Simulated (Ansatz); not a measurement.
Geometry relaxation, with input and output: Ir16B (part 1 of 2)

System: Ir16B (slab, 17 atoms in the cell).
Method: DFT PBEsol, scalar-relativistic, plane waves, PAW, PAW set soft_1, no spin polarisation (Ansatz 0.2.0).

The input holds or restrains some coordinates. Forces given for the steps count only the free coordinates. It belongs to a series of runs on one base structure; here: start relaxed.

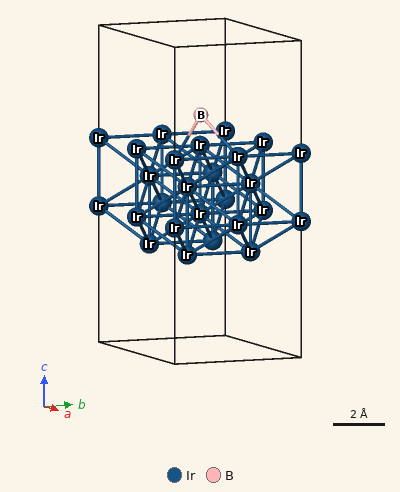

Fig. 1: The structure as given in the input (ball-and-stick view of the cell of the calculation, with the vacuum cut short, seen slightly off an axis). An atom can appear more than once, as a periodic image. Near neighbours in the periodic cell (some may lie outside the picture): Ir has 7 Ir at 2.72 Å; Ir has 11 Ir at 2.72 Å; Ir has 1 B at 2.30 to 2.68 Å and 7 Ir at 2.72 Å; B has 2 Ir at 2.30 to 2.68 Å.

### Key numbers

- outcome: converged under the restraints of the input
- electrons treated: 275
- free energy: −188942.2181 eV
- Fermi energy: 5.943 eV
- final volume: 628.64 Å³
- largest force (length of the vector) at the end, held atoms and coordinates included: 1.572 eV/Å
- hardware: 4 threads of Arm Neoverse V2, 24 GiB of memory available, shared host
- wall time: 2.6 min (CPU time 7.6 min)
- peak memory: 1.7 GiB

### Remarks

Warnings of the run: the PAW datasets were made with another functional. Spin–orbit coupling is left out, which matters for Ir.

### Input
```yaml
crystal:
  lattice:
    - [7.68, 0.0, 0.0]
    - [0.0, 5.43058, 0.0]
    - [0.0, 0.0, 15.072935]
  atoms:
    - { symbol: Ir, position: [0.25, 0.25, 0.0663441] }
    - { symbol: Ir, position: [0.75, 0.25, 0.0663441] }
    - { symbol: Ir, position: [0.25, 0.75, 0.0663441] }
    - { symbol: Ir, position: [0.75, 0.75, 0.0663441] }
    - { symbol: Ir, position: [0.0, 0.0, 0.1564158] }
    - { symbol: Ir, position: [0.5, 0.0, 0.1564158] }
    - { symbol: Ir, position: [0.0, 0.5, 0.1564158] }
    - { symbol: Ir, position: [0.5, 0.5, 0.1564158] }
    - { symbol: Ir, position: [0.25, 0.25, 0.2464875] }
    - { symbol: Ir, position: [0.75, 0.25, 0.2464875] }
    - { symbol: Ir, position: [0.25, 0.75, 0.2464875] }
    - { symbol: Ir, position: [0.75, 0.75, 0.2464875] }
    - { symbol: Ir, position: [0.0, 0.0, 0.3365592] }
    - { symbol: Ir, position: [0.5, 0.0, 0.3365592] }
    - { symbol: Ir, position: [0.0, 0.5, 0.3365592] }
    - { symbol: Ir, position: [0.5, 0.5, 0.3365592] }
    - { symbol: B, position: [0.8215842, 0.3139373, 0.4393925] }
basis:
  ecutwfc: 420.0
kpoints:
  mp_grid: { grid: [2, 3, 1] }
hamiltonian:
  xc: pbesol
  pseudopotentials: { kind: paw, azcp: { folder: soft_1 } }
scf:
  occupations: { method: fermi_dirac, width: 0.1 }
  lower_state_search: "off"
relax:
  f_tol: 0.08
  max_steps: 25
  adjacent_minimum: "off"
  constraints: [{ sites: [0, 1, 2, 3] }]
```

Launch command:
```bash
ansatz run input.yaml --threads 4 --pin off --max-ram 10240MiB --backend cpu --events-out ev --progress --plain --runs-dir out
```

### The program's output
```
Warning: [file] the record states the generating functional pbe (its physics header spells it `PBE`), which answers neither for hamiltonian.xc's functional nor for the pbesol family's — results may be inconsistent (PPs are generated against a specific XC)
Warning: [file] the record states the generating functional pbe (its physics header spells it `PBE`), which answers neither for hamiltonian.xc's functional nor for the pbesol family's — results may be inconsistent (PPs are generated against a specific XC)
Engine: ansatz 0.2.0, aarch64-unknown-linux-gnu
Pseudopotentials: kind: paw
Pseudopotential: Ir, paw, valence charge 17, recommended cutoff 420 eV (normal), [file]
Pseudopotential: B, paw, valence charge 3, recommended cutoff 420 eV (normal), [file]
Functional definition: PBEsol
  exchange = pbesol_x
  correlation = pbesol_c
Crystal: 17 atoms, lattice volume = 628.645 Å³
Basis set: ecut = 420 eV, 12225 PW (Γ), exchange–correlation on 108×80×216 points (8 copies of the dense FFT grid, shifted against one another)
Bands: 165, of which v1, the nominal top of the filled ones, is band 138 counted from 1 (137 counted from 0)
Symmetry: 1 space group operations
Space group: P1 (ITA 1), of the structure as read, at distance tolerance 8.6e-5 Å
k-points: 4 of 6 (time reversal used)
Non-local potential: Ir, projectors of the file, l = 0: 3, l = 1: 2, l = 2: 2, l = 3: 1
Non-local potential: B, projectors of the file, l = 0: 2, l = 1: 2, l = 2: 1
PAW form: soft (Blöchl's): semilocal exchange-correlation on the pseudo side does not see the compensation charge
PAW frozen core: Ir, regenerated for the run's functional, and the local potential with it (the file was generated under x = pbe(κ = 0.804, μ = 0.2195149727645171), c = pbe(β = 0.06672455060314922))
PAW frozen core: B, regenerated for the run's functional, and the local potential with it (the file was generated under x = pbe(κ = 0.804, μ = 0.2195149727645171), c = pbe(β = 0.06672455060314922))
PAW one-centre angular grid: Ir, 590 points (default); XC on 64 Gauss nodes
PAW one-centre angular grid: B, 110 points (default); XC on 64 Gauss nodes
Initial density: superposition of atomic densities (neutral atoms: chi_scale 0, normalization atom)
Initial wavefunctions: pseudopotential atomic-orbital guess
Functional: x = pbesol(κ = 0.804, μ = 0.12345679012345678), c = pbesol(β = 0.046)
SCF iter   1: F=—  HF=-188942.137969 eV  |F-HF|=—  |Δ(HF+E_count)|=         —  Δρ=3.20e-2  dr2=1.47e1  ethr=3.10e-3  ⟨swp⟩=8.0  Hψ=2804  notcnv=0  defer=3
preconditioner: auto → LDOS  [metal: Δε(μ)=0.064 eV  Ē_g=5.525 eV  σ=0.100 eV  W_gap=0.16  n_scr=138 (ndim 8)  ℏωp=18.0 eV  f_vac=0.495  D(μ)=28.89/eV (n_scr^D=266)  β→1.0]
SCF iter   2: F=—  HF=-188941.909237 eV  |F-HF|=—  |Δ(HF+E_count)|=   2.29e-1  Δρ=3.20e-2  dr2=1.35e1  ethr=3.10e-3  ⟨swp⟩=3.2  Hψ=1686  notcnv=0  defer=10
SCF iter   3: F=—  HF=-188938.922371 eV  |F-HF|=—  |Δ(HF+E_count)|=    2.99e0  Δρ=4.12e-3  dr2=2.18e-1  ethr=3.10e-3  ⟨swp⟩=2.8  Hψ=1138  notcnv=0  defer=10
SCF iter   4: F=—  HF=-188938.878446 eV  |F-HF|=—  |Δ(HF+E_count)|=   4.39e-2  Δρ=1.66e-3  dr2=3.42e-2  ethr=7.91e-5  ⟨swp⟩=3.0  Hψ=1295  notcnv=0  defer=10
SCF iter   5: F=—  HF=-188938.879100 eV  |F-HF|=—  |Δ(HF+E_count)|=   6.55e-4  Δρ=6.95e-4  dr2=5.56e-3  ethr=1.24e-5  ⟨swp⟩=2.0  Hψ=944  notcnv=0  defer=10
SCF iter   6: F=—  HF=-188938.879670 eV  |F-HF|=—  |Δ(HF+E_count)|=   5.69e-4  Δρ=3.44e-4  dr2=1.87e-3  ethr=2.02e-6  ⟨swp⟩=3.2  Hψ=1317  notcnv=0  defer=10
SCF iter   7: F=—  HF=-188938.879474 eV  |F-HF|=—  |Δ(HF+E_count)|=   1.95e-4  Δρ=1.25e-4  dr2=2.47e-4  ethr=6.79e-7  ⟨swp⟩=2.0  Hψ=947  notcnv=0  defer=10
SCF iter   8: F=-188938.879447 eV  HF=-188938.879472 eV  |F-HF|=2.46e-5  |Δ(HF+E_count)|=   2.45e-6  Δρ=5.00e-5  dr2=3.66e-5  ethr=3.64e-8  ⟨swp⟩=3.0  Hψ=2542  notcnv=0
SCF 1 converged in 8 iterations: F = -188938.879447 eV  dr2 = 3.66e-5
  greatest PAW one-centre occupation: 1.000 electrons in one spin orbital (limit 2), on the Ir atom at site 10 (counted from 0), in its partial waves of l = 0
relax step   1: F+E_penalty+E_count = -188938.87944732 eV  Δ(F+E_penalty+E_count) = +0.000e0 eV  max|allowed force component| = 3.380e0 eV/Å  Δτ_max = 0.0000 Å  (8 SCF iters, dr2 threshold 1.00e-4 eV, accepted)
Initial density: handed on by an earlier stage of this run
Initial wavefunctions: those handed on with the density
iter 1 solved again at ethr=3.55e-4 eV; its pass at ethr=3.10e-3 eV (dr2=9.76e-1 eV) is discarded
SCF iter   1: F=—  HF=-188939.961556 eV  |F-HF|=—  |Δ(HF+E_count)|=         —  Δρ=7.41e-3  dr2=9.30e-1  ethr=3.55e-4  ⟨swp⟩=1.5  Hψ=2099  notcnv=0  defer=10
preconditioner: auto → LDOS  [metal: Δε(μ)=0.079 eV  Ē_g=5.331 eV  σ=0.100 eV  W_gap=0.19  n_scr=138 (ndim 8)  ℏωp=18.0 eV  f_vac=0.507  D(μ)=31.05/eV (n_scr^D=308)  β→1.0]
SCF iter   2: F=—  HF=-188939.933620 eV  |F-HF|=—  |Δ(HF+E_count)|=   2.79e-2  Δρ=4.06e-3  dr2=3.18e-1  ethr=3.38e-4  ⟨swp⟩=2.5  Hψ=1139  notcnv=0  defer=10
SCF iter   3: F=—  HF=-188939.886741 eV  |F-HF|=—  |Δ(HF+E_count)|=   4.69e-2  Δρ=1.41e-3  dr2=3.31e-2  ethr=1.15e-4  ⟨swp⟩=2.0  Hψ=1147  notcnv=0  defer=10
SCF iter   4: F=—  HF=-188939.883470 eV  |F-HF|=—  |Δ(HF+E_count)|=   3.27e-3  Δρ=5.27e-4  dr2=5.71e-3  ethr=1.20e-5  ⟨swp⟩=3.5  Hψ=1226  notcnv=0  defer=10
SCF iter   5: F=—  HF=-188939.883006 eV  |F-HF|=—  |Δ(HF+E_count)|=   4.65e-4  Δρ=2.33e-4  dr2=9.06e-4  ethr=2.08e-6  ⟨swp⟩=2.5  Hψ=883  notcnv=0  defer=10
SCF iter   6: F=—  HF=-188939.883017 eV  |F-HF|=—  |Δ(HF+E_count)|=   1.18e-5  Δρ=9.31e-5  dr2=1.42e-4  ethr=3.29e-7  ⟨swp⟩=1.5  Hψ=814  notcnv=0  defer=10
SCF iter   7: F=-188939.882994 eV  HF=-188939.883013 eV  |F-HF|=1.82e-5  |Δ(HF+E_count)|=   4.86e-6  Δρ=3.26e-5  dr2=2.03e-5  ethr=3.64e-8  ⟨swp⟩=3.0  Hψ=2291  notcnv=0
SCF 2 converged in 7 iterations: F = -188939.882994 eV  dr2 = 2.03e-5
  greatest PAW one-centre occupation: 1.000 electrons in one spin orbital (limit 2), on the Ir atom at site 5 (counted from 0), in its partial waves of l = 0
relax step   2: F+E_penalty+E_count = -188939.88299441 eV  Δ(F+E_penalty+E_count) = -1.004e0 eV  max|allowed force component| = 3.108e0 eV/Å  Δτ_max = 0.1947 Å  (7 SCF iters, dr2 threshold 1.00e-4 eV, accepted)
SCF iter   1: F=—  HF=-188940.651729 eV  |F-HF|=—  |Δ(HF+E_count)|=         —  Δρ=5.69e-3  dr2=4.49e-1  ethr=2.82e-3  ⟨swp⟩=4.0  Hψ=1324  notcnv=0  defer=15
preconditioner: auto → LDOS  [metal: Δε(μ)=0.036 eV  Ē_g=5.419 eV  σ=0.100 eV  W_gap=0.09  n_scr=138 (ndim 8)  ℏωp=18.0 eV  f_vac=0.510  D(μ)=31.00/eV (n_scr^D=296)  β→1.0]
SCF iter   2: F=—  HF=-188940.650875 eV  |F-HF|=—  |Δ(HF+E_count)|=   8.54e-4  Δρ=4.51e-3  dr2=3.46e-1  ethr=1.63e-4  ⟨swp⟩=3.0  Hψ=1416  notcnv=0  defer=15
SCF iter   3: F=—  HF=-188940.582492 eV  |F-HF|=—  |Δ(HF+E_count)|=   6.84e-2  Δρ=9.52e-4  dr2=1.49e-2  ethr=1.26e-4  ⟨swp⟩=2.0  Hψ=1129  notcnv=0  defer=15
SCF iter   4: F=—  HF=-188940.582086 eV  |F-HF|=—  |Δ(HF+E_count)|=   4.07e-4  Δρ=3.75e-4  dr2=3.31e-3  ethr=5.41e-6  ⟨swp⟩=2.2  Hψ=1048  notcnv=0  defer=15
SCF iter   5: F=—  HF=-188940.581732 eV  |F-HF|=—  |Δ(HF+E_count)|=   3.53e-4  Δρ=1.48e-4  dr2=3.55e-4  ethr=1.21e-6  ⟨swp⟩=2.0  Hψ=856  notcnv=0  defer=15
SCF iter   6: F=-188940.581703 eV  HF=-188940.581747 eV  |F-HF|=4.40e-5  |Δ(HF+E_count)|=   1.50e-5  Δρ=6.09e-5  dr2=5.41e-5  ethr=3.64e-8  ⟨swp⟩=3.2  Hψ=2484  notcnv=0
SCF 3 converged in 6 iterations: F = -188940.581703 eV  dr2 = 5.41e-5
[...]
relax step   3: F+E_penalty+E_count = -188940.58170329 eV  Δ(F+E_penalty+E_count) = -6.987e-1 eV  max|allowed force component| = 1.970e0 eV/Å  Δτ_max = 0.1976 Å  (6 SCF iters, dr2 threshold 1.00e-4 eV, accepted)
preconditioner: auto → LDOS  [metal: Δε(μ)=0.027 eV  Ē_g=5.500 eV  σ=0.100 eV  W_gap=0.07  n_scr=138 (ndim 8)  ℏωp=18.0 eV  f_vac=0.515  D(μ)=30.68/eV (n_scr^D=296)  β→1.0]
relax step   4: F+E_penalty+E_count = -188941.16486565 eV  Δ(F+E_penalty+E_count) = -5.832e-1 eV  max|allowed force component| = 1.477e0 eV/Å  Δτ_max = 0.1962 Å  (6 SCF iters, dr2 threshold 1.00e-4 eV, accepted)
preconditioner: auto → LDOS  [metal: Δε(μ)=0.027 eV  Ē_g=5.560 eV  σ=0.100 eV  W_gap=0.07  n_scr=138 (ndim 8)  ℏωp=18.0 eV  f_vac=0.519  D(μ)=29.80/eV (n_scr^D=276)  β→1.0]
relax step   5: F+E_penalty+E_count = -188941.61438290 eV  Δ(F+E_penalty+E_count) = -4.495e-1 eV  max|allowed force component| = 9.894e-1 eV/Å  Δτ_max = 0.1939 Å  (6 SCF iters, dr2 threshold 1.00e-4 eV, accepted)
preconditioner: auto → LDOS  [metal: Δε(μ)=0.025 eV  Ē_g=5.659 eV  σ=0.100 eV  W_gap=0.06  n_scr=138 (ndim 8)  ℏωp=18.0 eV  f_vac=0.524  D(μ)=28.86/eV (n_scr^D=266)  β→1.0]
relax step   6: F+E_penalty+E_count = -188941.91666388 eV  Δ(F+E_penalty+E_count) = -3.023e-1 eV  max|allowed force component| = 2.947e-1 eV/Å  Δτ_max = 0.1949 Å  (6 SCF iters, dr2 threshold 1.00e-4 eV, accepted)
preconditioner: auto → LDOS  [metal: Δε(μ)=0.019 eV  Ē_g=5.711 eV  σ=0.100 eV  W_gap=0.05  n_scr=138 (ndim 8)  ℏωp=18.0 eV  f_vac=0.527  D(μ)=29.10/eV (n_scr^D=274)  β→1.0]
relax step   7: F+E_penalty+E_count = -188942.01972565 eV  Δ(F+E_penalty+E_count) = -1.031e-1 eV  max|allowed force component| = 1.873e-1 eV/Å  Δτ_max = 0.2000 Å  (8 SCF iters, dr2 threshold 7.71e-6 eV, accepted)
preconditioner: auto → LDOS  [metal: Δε(μ)=0.025 eV  Ē_g=5.714 eV  σ=0.100 eV  W_gap=0.06  n_scr=138 (ndim 8)  ℏωp=18.0 eV  f_vac=0.527  D(μ)=29.07/eV (n_scr^D=274)  β→1.0]
  greatest PAW one-centre occupation: 1.000 electrons in one spin orbital (limit 2), on the Ir atom at site 9 (counted from 0), in its partial waves of l = 0
relax step   8: F+E_penalty+E_count = -188942.05109773 eV  Δ(F+E_penalty+E_count) = -3.137e-2 eV  max|allowed force component| = 1.816e-1 eV/Å  Δτ_max = 0.1279 Å  (9 SCF iters, accepted)
preconditioner: auto → LDOS  [metal: Δε(μ)=0.034 eV  Ē_g=5.722 eV  σ=0.100 eV  W_gap=0.08  n_scr=138 (ndim 8)  ℏωp=18.0 eV  f_vac=0.527  D(μ)=28.77/eV (n_scr^D=266)  β→1.0]
relax step   9: F+E_penalty+E_count = -188942.06908351 eV  Δ(F+E_penalty+E_count) = -1.799e-2 eV  max|allowed force component| = 2.068e-1 eV/Å  Δτ_max = 0.0646 Å  (6 SCF iters, dr2 threshold 1.33e-5 eV, accepted)
preconditioner: auto → LDOS  [metal: Δε(μ)=0.043 eV  Ē_g=5.713 eV  σ=0.100 eV  W_gap=0.11  n_scr=138 (ndim 8)  ℏωp=18.0 eV  f_vac=0.526  D(μ)=28.98/eV (n_scr^D=266)  β→1.0]
relax step  10: F+E_penalty+E_count = -188942.10587079 eV  Δ(F+E_penalty+E_count) = -3.679e-2 eV  max|allowed force component| = 3.615e-1 eV/Å  Δτ_max = 0.1676 Å  (7 SCF iters, dr2 threshold 4.02e-5 eV, accepted)
preconditioner: auto → LDOS  [metal: Δε(μ)=0.021 eV  Ē_g=5.683 eV  σ=0.100 eV  W_gap=0.05  n_scr=138 (ndim 8)  ℏωp=18.0 eV  f_vac=0.524  D(μ)=27.52/eV (n_scr^D=234)  β→1.0]
relax step  11: F+E_penalty+E_count = -188942.14424774 eV  Δ(F+E_penalty+E_count) = -3.838e-2 eV  max|allowed force component| = 5.654e-1 eV/Å  Δτ_max = 0.1963 Å  (6 SCF iters, dr2 threshold 1.00e-4 eV, accepted)
preconditioner: auto → LDOS  [metal: Δε(μ)=0.023 eV  Ē_g=5.669 eV  σ=0.100 eV  W_gap=0.06  n_scr=138 (ndim 8)  ℏωp=18.0 eV  f_vac=0.523  D(μ)=28.01/eV (n_scr^D=246)  β→1.0]
relax step  12: F+E_penalty+E_count = -188942.20202423 eV  Δ(F+E_penalty+E_count) = -5.778e-2 eV  max|allowed force component| = 1.689e-1 eV/Å  Δτ_max = 0.0747 Å  (5 SCF iters, dr2 threshold 1.00e-4 eV, accepted)
preconditioner: auto → LDOS  [metal: Δε(μ)=0.059 eV  Ē_g=5.646 eV  σ=0.100 eV  W_gap=0.15  n_scr=138 (ndim 8)  ℏωp=18.0 eV  f_vac=0.523  D(μ)=27.14/eV (n_scr^D=234)  β→1.0]
relax step  13: F+E_penalty+E_count = -188942.16816515 eV  Δ(F+E_penalty+E_count) = +3.386e-2 eV  max|allowed force component| = 3.835e-1 eV/Å  Δτ_max = 0.0942 Å  (9 SCF iters, rejected (line search))
preconditioner: auto → LDOS  [metal: Δε(μ)=0.049 eV  Ē_g=5.654 eV  σ=0.100 eV  W_gap=0.12  n_scr=138 (ndim 8)  ℏωp=18.0 eV  f_vac=0.523  D(μ)=27.49/eV (n_scr^D=234)  β→1.0]
relax step  14: F+E_penalty+E_count = -188942.21809363 eV  Δ(F+E_penalty+E_count) = -1.607e-2 eV  max|allowed force component| = 7.598e-2 eV/Å  Δτ_max = 0.0456 Å  (9 SCF iters, accepted)
```

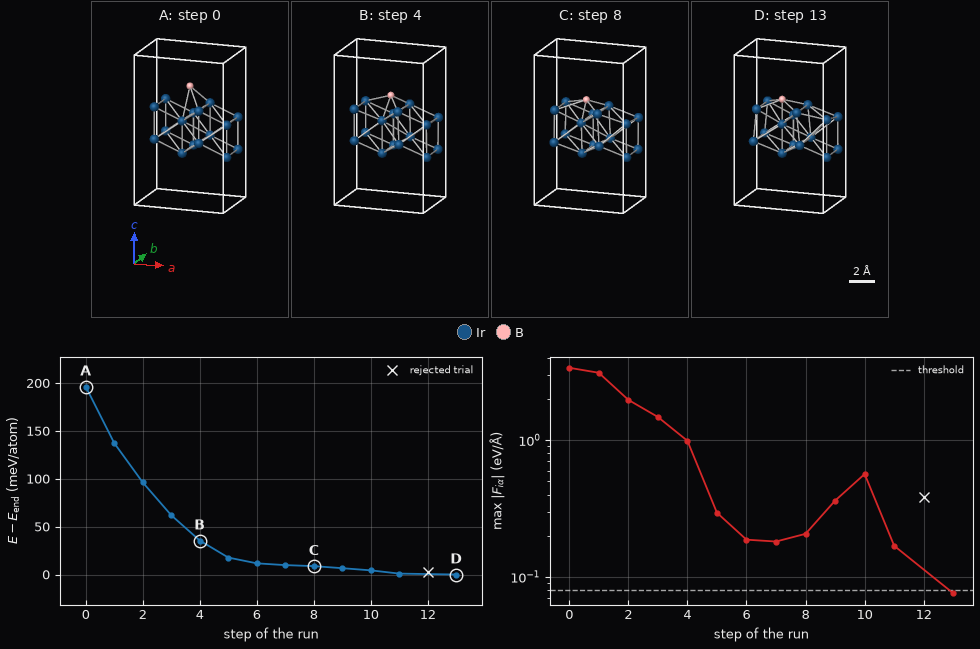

Fig. 2: Frames of the restrained relaxation (ball-and-stick view of the cell of the calculation, with the vacuum cut short (origin shifted), seen slightly off an axis) above the curves, on which the letters mark them (the first geometry is step 0 here and step 1 in the log).

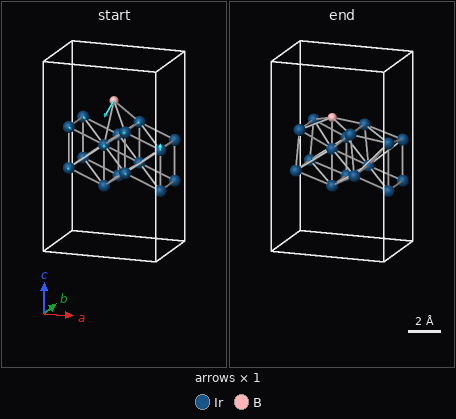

Fig. 3: Before (left) and after (right) the restrained relaxation, at one scale (ball-and-stick view of the cell of the calculation, with the vacuum cut short (origin shifted), seen slightly off an axis). The teal arrows give the displacements, at true length. Over 13 geometry steps the energy falls by 196 meV per atom. Largest force component: 3.4 eV/Å at the start, 0.076 eV/Å at the end. The line search rejected the trial step at point 12 (counted from 0) and went back. B17 moves most: 1.26 Å. By element the largest moves are B 1.26 Å, Ir 0.45 Å. The cell stays as it was. Distances before and after: Ir14–B17 3.378 → 2.294 Å, Ir10–B17 2.979 → 2.082 Å, Ir16–B17 3.086 → 2.275 Å, Ir1–Ir9 2.715 → 3.170 Å. New bonds form: Ir10–B17 (2.98 → 2.08 Å), Ir14–B17 (3.38 → 2.29 Å), Ir16–B17 (3.09 → 2.27 Å). Among the angles that change: Ir10–B17–Ir13 57.0° → 73.7°, Ir10–B17–Ir15 60.3° → 74.0°, Ir13–B17–Ir15 65.5° → 71.8°. (Atoms are counted from 1 in the order of the input.)

```
Free energy (F): -188942.218094 eV
Harris-Foulkes:  -188942.218094 eV  (|F-HF|=1.60e-8)
[...]
Internal energy: -188941.330332 eV  (E = F + TS)
E sigma→0 (E₀):  -188941.774213 eV
Entropy (-TS):   -0.887762 eV (-52.221 meV/atom)
Fermi energy:    5.942774 eV
--- Per-component energies (eV) ---
  E_band       = -6587.626453
  E_kinetic    = 8661.223610
  E_local      = -189855.000844  (includes V_loc(G=0)·N_el)
  E_nonlocal   = 3107.448051
  E_hartree    = 90069.546975
  E_xc         = -3671.787910
  E_vxc        = -4106.536533  (∫ρ·V_xc dr)
  E_paw        = -146157.240472  (= ΣΔE_a)
  E_vpaw       = -4533.834196  (= ΣTr[D̂ρ^β])
  E_aug_tail   = 0.005776  (compensation charges beyond the density's cutoff)
  E_ewald      = 48900.214200
  E_core_change = 4.260281  (= ΣΔE_core)
  E_smearing   = -0.887762  (= −TS)
  E_closure    = -0.000000  (closes the sum)
  Σ components = -188942.218094   (vs F -188942.218094, Δ=0.00e0)
--- Forces (eV/Å), atoms counted from 1 ---
  atom   1  Ir    -0.00752981    -0.00197120     0.56923288
  atom   2  Ir     0.02288845     0.01027862    -1.57144179
  atom   3  Ir    -0.01226677    -0.00090765     0.48974360
  atom   4  Ir     0.02278559    -0.00853031     0.35415762
  atom   5  Ir    -0.00600152     0.03794028    -0.01225306
  atom   6  Ir    -0.03145066     0.04362784     0.00825469
  atom   7  Ir    -0.01379339    -0.03118828     0.00267708
  atom   8  Ir    -0.01813974    -0.03167132    -0.00610098
  atom   9  Ir    -0.00122755     0.00753273     0.04298850
  atom  10  Ir     0.02019244     0.01408788    -0.01774025
  atom  11  Ir     0.03665955    -0.01168289    -0.03983779
  atom  12  Ir     0.03770202    -0.02088254    -0.02948932
  atom  13  Ir     0.01670670     0.00509334     0.04457948
  atom  14  Ir    -0.02710543    -0.00303494     0.07598075
  atom  15  Ir    -0.01693108    -0.01072980     0.01526072
  atom  16  Ir    -0.00575979     0.00509705     0.03143991
  atom  17  B     -0.01673496    -0.00307652     0.04261542
  max |Σ_I F_I| component: 6.75e-5 eV/Å
```
